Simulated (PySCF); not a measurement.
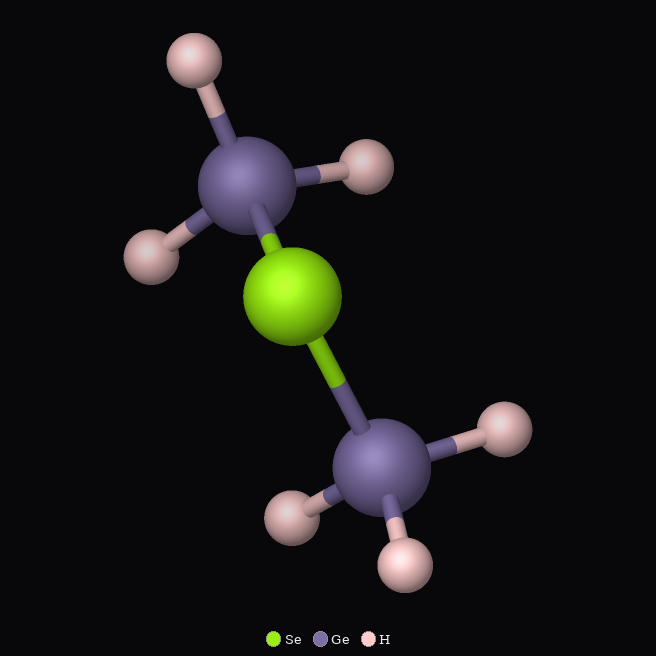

Ball-and-stick drawing of a structure.

> Which formula does it have?

Ge₂H₆Se, 9 atoms: 2 germanium, 6 hydrogen and 1 selenium.

> Write the SMILES.

[GeH3][Se][GeH3]

> Count the bonded pairs by element.

6 Ge–H, 2 Ge–Se.

More results for the same structure follow; atom numbers are the same in all pictures, views and colours differ. The geometry was computed by an optimisation with PBE0-D3(BJ)/def2-SVP. No frequency run is at hand to confirm it as a minimum.

Geometry

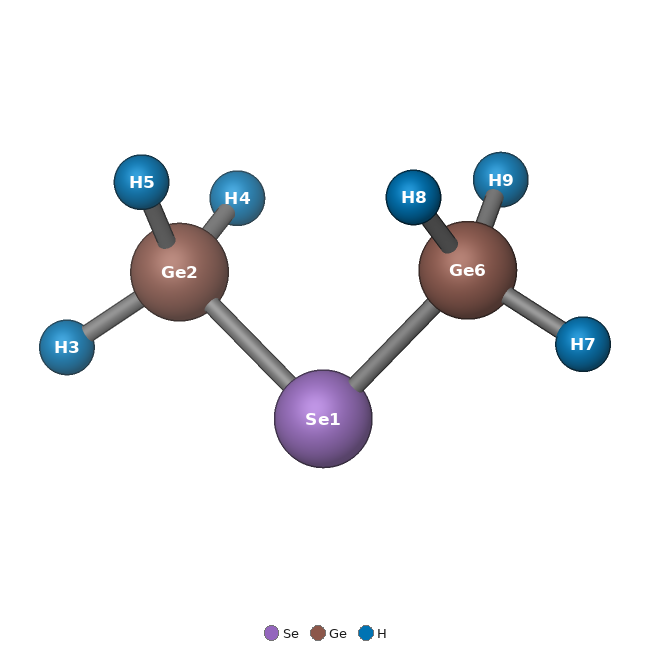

The atoms are numbered. No frequency run is at hand to confirm it as a minimum.

Give these bond angles: Ge2–Se1–Ge6, Se1–Ge2–H3, Se1–Ge2–H4, Se1–Ge2–H5, Se1–Ge6–H7, Se1–Ge6–H8, Se1–Ge6–H9.

```
      angle  degrees
Ge2–Se1–Ge6     95.3
 Se1–Ge2–H3    105.9
 Se1–Ge2–H4    110.1
 Se1–Ge2–H5    109.9
 Se1–Ge6–H7    105.9
 Se1–Ge6–H8    110.2
 Se1–Ge6–H9    110.0
```

Polarisability

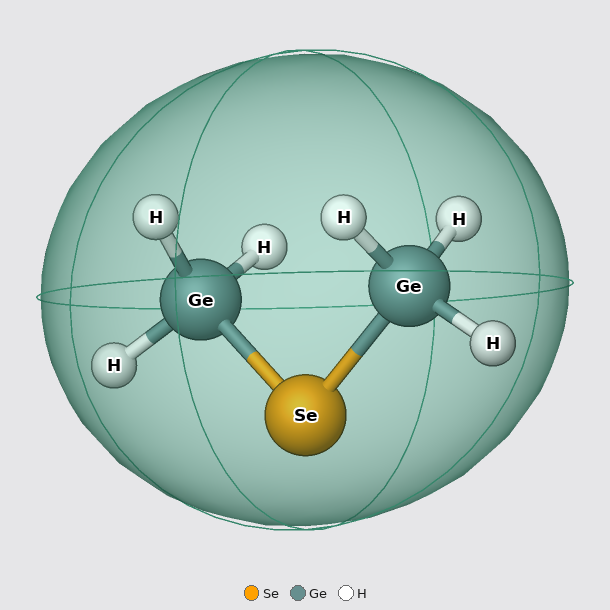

The ellipsoid shows the static dipole polarisability: its half-axes are proportional to the principal values. No frequency run is at hand to confirm it as a minimum. Level of theory: B3LYP/def2-SVPD (PySCF 2.14.0).

> Give the principal values, the mean and the anisotropy.

Principal values 79.0, 92.4, 116.4 bohr³; mean 95.9 bohr³ (14.21 Å³); anisotropy 32.8 bohr³, so the longest axis is 1.47 times the shortest.

Excitation

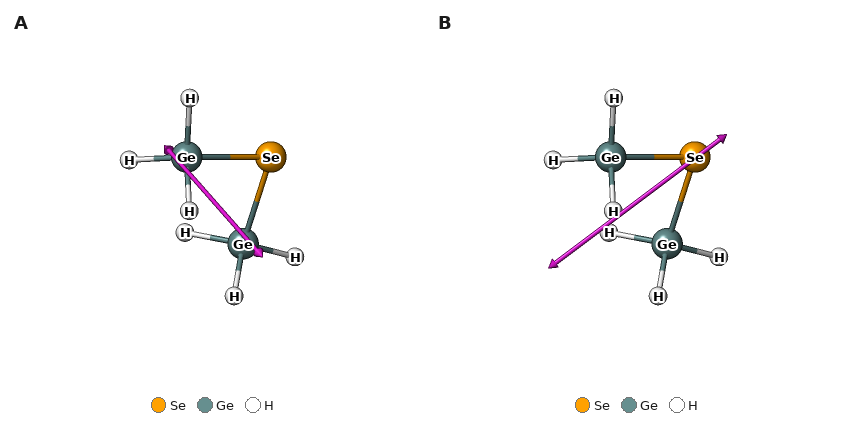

The double arrows show the directions of two transition dipoles from the ground state (lengths mean nothing). No frequency run is at hand to confirm it as a minimum. Method: TDDFT B3LYP/def2-SVPD, vertical, gas phase, core orbitals frozen in the response (PySCF 2.14.0).

> One belongs to singlet state 2 and one to singlet state 11. Which is which?

A: state 2, 4.80 eV (258 nm), oscillator strength 0.020, mainly HOMO → LUMO (weight 0.99).
B: state 11, 7.08 eV (175 nm), oscillator strength 0.071, mainly HOMO → LUMO+8 (weight 0.94).

Spin–spin coupling

No frequency run is at hand to confirm it as a minimum. Level of theory: PBE/pcJ-1 (pcSseg-1 on Ge) (pcSseg-1 on Se) indirect spin-spin coupling, non-relativistic, gas phase (PySCF 2.14.0). Isotopes: 1H.

Give the spin–spin coupling constants of these pairs, with the number of bonds between them: H3/H5, H3/H4, H4/H5, H7/H8, H8/H9.

```json
{"pair": "H3, H5", "bonds apart": "2", "J (Hz)": "10.0"}
{"pair": "H3, H4", "bonds apart": "2", "J (Hz)": "11.5"}
{"pair": "H4, H5", "bonds apart": "2", "J (Hz)": "19.1"}
{"pair": "H7, H8", "bonds apart": "2", "J (Hz)": "11.9"}
{"pair": "H8, H9", "bonds apart": "2", "J (Hz)": "19.1"}
```
